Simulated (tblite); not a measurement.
Run report: C$_{5}$H$_{10}$BBrSi, frequency calculation

- system: C$_{5}$H$_{10}$BBrSi
- method: GFN2-xTB harmonic vibrations, gas phase (tblite 0.8.0)

It belongs to a series of runs on one base structure; here: H on C replaced by CH2SiH3.

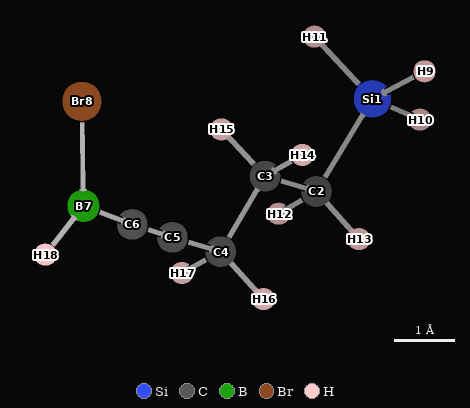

Fig. 1: The structure (ball-and-stick view, seen at a tilt; atoms are numbered from 1 in the order of the input).

### Summary

```csv
quantity,value
outcome,converged
total energy,−621.2060 eV
zero-point energy,81.2790 kcal/mol
hardware,"1 CPU thread, shared host"
wall time,0.77 s
peak memory,0.18 GiB
```

### Input
```
{"job": {"kind": "ir", "xc": "GFN2-xTB", "basis": "xTB"}, "charge": 0, "multiplicity": 1}
Si    -3.198648     0.843182     0.006904
C     -1.878184    -0.345095    -0.679503
C     -0.465046     0.032415    -0.251229
C      0.579105    -0.939810    -0.817233
C      1.917707    -0.579359    -0.422686
C      3.035591    -0.262172    -0.081849
B      4.394538     0.160183     0.363105
Br     4.572900     1.647738     1.492950
H     -2.923361     2.195681    -0.480148
H     -4.513636     0.399868    -0.457924
H     -3.147250     0.817767     1.469392
H     -2.091931    -1.363908    -0.348097
H     -1.928248    -0.361272    -1.770724
H     -0.232248     1.042657    -0.595037
H     -0.396244     0.032168     0.838834
H      0.526525    -0.950551    -1.911028
H      0.372879    -1.956265    -0.465701
H      5.366791    -0.406907     0.031669
```

The first line tells a small driver script what to run in tblite; the rest is the geometry in Å.

Run as:
```bash
OMP_NUM_THREADS=1 python <driver script> task.json out
```

### What the program printed
```
mode    cm-1     km/mol
  1      10.9      1.06
  2      29.4      0.88
  3      58.3      0.72
  4      92.6      0.01
  5     103.2      0.83
  6     124.3      0.54
  7     181.4      3.39
  8     212.5      1.05
  9     276.5      0.80
 10     350.4      6.45
 11     357.6      0.28
 12     459.6      2.64
 13     511.3     38.14
 14     548.7     57.32
 15     661.1    102.74
 16     661.7     21.57
 17     731.8     15.98
 18     753.4      2.22
 19     779.9    141.69
 20     784.8    166.27
 21     791.7    495.48
 22     797.7     60.01
 23     839.8     58.75
 24     970.4     27.04
 25    1025.3     76.67
 26    1049.7     59.19
 27    1086.2     18.74
 28    1089.3      1.68
 29    1210.6     51.77
 30    1230.0     21.75
 31    1236.0      2.34
 32    1281.9      0.53
 33    1300.0     17.72
 34    1355.7      4.23
 35    1433.2      6.66
 36    1488.6      1.01
 37    1495.0      0.30
 38    2266.7    397.16
 39    2267.7    425.86
 40    2268.6    100.36
 41    2292.0    414.61
 42    2619.7    105.40
 43    2929.1     12.21
 44    2947.2     16.97
 45    2956.0     21.14
 46    2974.8     29.59
 47    2975.4     83.99
 48    2987.8     46.31
```

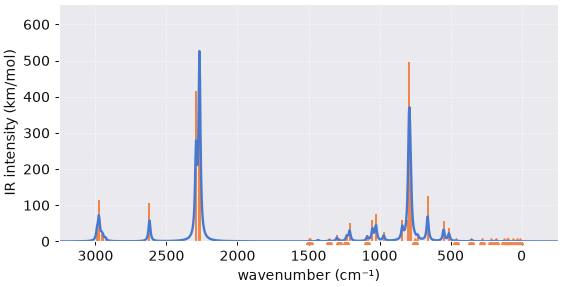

Fig. 2: Harmonic infrared spectrum, unscaled: sticks (degenerate modes added up, dark ones marked on the axis) with a Lorentzian envelope of 16 cm⁻¹ full width, scaled to the tallest stick. 48 modes from 11 to 2988 cm⁻¹, none imaginary. The strongest line is at 2268 cm⁻¹ (526 km/mol).
